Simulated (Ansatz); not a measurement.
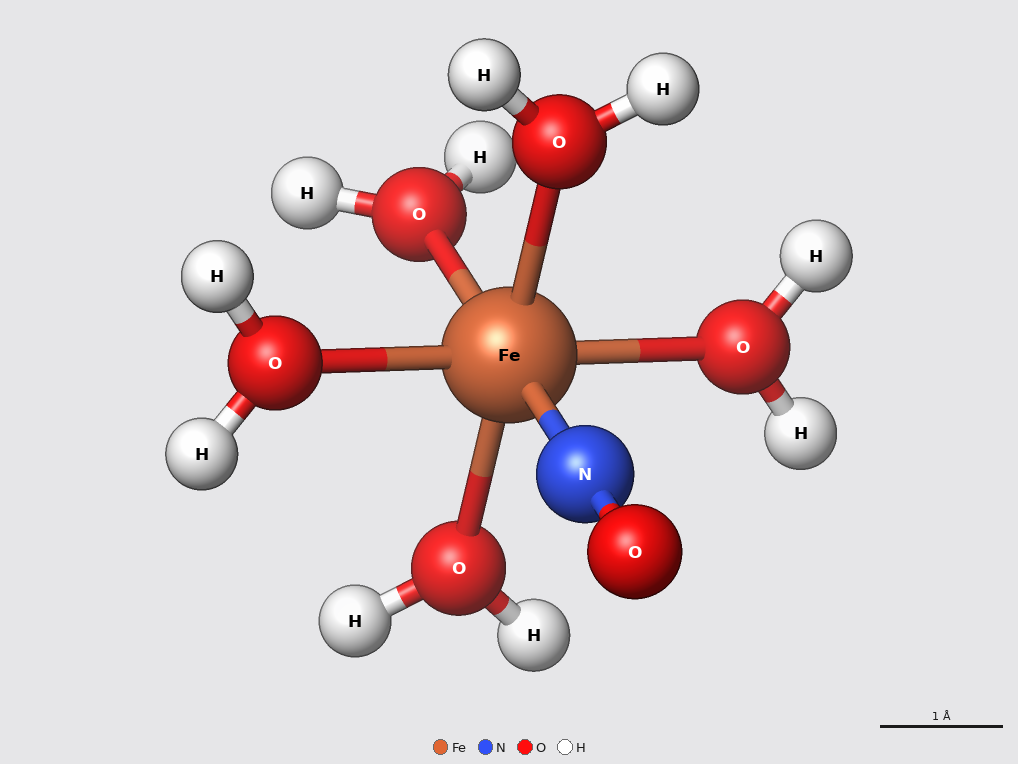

The species has charge +2 and is a spin quartet. Geometry: a fixed input geometry, not necessarily a minimum. Other spin states may lie lower. Basis: def2-TZVP on H, N, O; pcseg-2 on Fe. Computed at fixed atoms with Ansatz. R, U and RO name restricted, unrestricted and restricted open-shell orbitals; core potentials come with def2 and Stuttgart sets past Kr, some runs use density fitting (about 1 meV), and each entry rests on the lowest determinant that the runs found.

```xyz
18
charge 2, multiplicity 4
Fe    0.0000    0.0000    0.0000
N     0.0000    0.0000    1.7800
O     0.0000    0.0000    2.9400
O     0.0000    0.0000   -2.1000
H     0.1490   -0.7452   -2.6900
H    -0.1490    0.7452   -2.6900
O     2.1000    0.0000    0.0000
H     2.6900   -0.7452    0.1490
H     2.6900    0.7452   -0.1490
O    -2.1000    0.0000    0.0000
H    -2.6900    0.7452   -0.1490
H    -2.6900   -0.7452    0.1490
O     0.0000    2.1000    0.0000
H     0.7259    2.6900   -0.2250
H    -0.7259    2.6900    0.2250
O     0.0000   -2.1000    0.0000
H    -0.7259   -2.6900    0.2250
H     0.7259   -2.6900   -0.2250
```

Give total energies (hartree) and ⟨S²⟩ of the determinant for RO-PBE0; U-PBE0; U-ωB97X.

```tsv
method	energy (Eh)	⟨S²⟩
RO-PBE0	-1774.6971	3.75
U-PBE0	-1774.7630	4.60
U-ωB97X	-1775.4205	4.60
```
